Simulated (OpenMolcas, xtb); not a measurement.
CH5BN2 (SMILES B1NCN1): the energy, rung by rung

The species is CH5BN2 (9 atoms), meant as a singlet with charge 0. As SMILES, `B1NCN1`. The shape is that of a PBE0-D4/def2-TZVP optimisation.

```xyz
9

B    -0.5381    0.9038   -0.4242
N     0.7639    0.3501   -0.6309
C     0.4301   -0.7024    0.3220
N    -0.8915   -0.1162    0.5135
H    -1.1096    1.8519   -0.8646
H     1.6865    0.7220   -0.7615
H     0.4200   -1.7071   -0.1171
H     1.0469   -0.7041    1.2286
H    -1.7198   -0.6444    0.7170
```

Each level gives the energy change with the C3–H7 bond stretched from 1.097 to 1.974 Å (eV). The values are calculated.

| level | kind | program | value (eV) | CPU time (all runs) |
| --- | --- | --- | --- | --- |
| GFN0-xTB | semi-empirical | xtb | 2.93 | under 2 s |
| HF/def2-SVPD (restricted) | Hartree–Fock | OpenMolcas | 3.69 | 59 s |
| SVWN5/def2-SVPD (restricted) | LDA | OpenMolcas | 2.88 | 2.4 min |
| revPBE/def2-SVPD (restricted) | GGA | OpenMolcas | 2.81 | 3.4 min |
| M06-L/def2-SVPD (restricted) | meta-GGA | OpenMolcas | 3.09 | 4.8 min |
| M06-2X/def2-SVPD (restricted) | hybrid meta-GGA | OpenMolcas | 3.27 | 4.4 min |
| B2PLYP/def2-SVPD (restricted) | double hybrid | OpenMolcas | 3.15 | 2.8 min |
| MP2/def2-SVPD (restricted) | perturbation theory | OpenMolcas | 3.29 | 57 s |

The first shape isn't each level's own minimum. The values span 2.81 to 3.69 eV. Times are those of the runs behind each value, whatever else they computed, on shared processors of several kinds: orders of magnitude only.

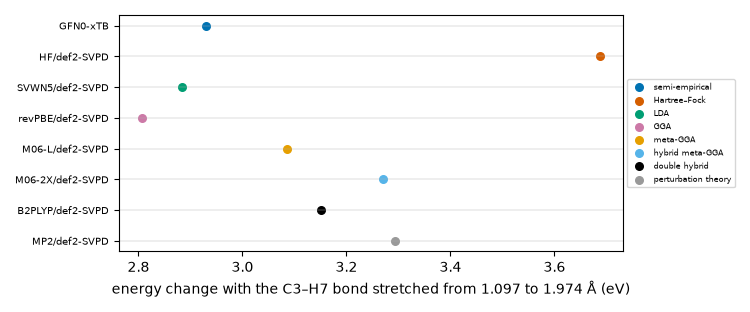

The values of the table, level by level.
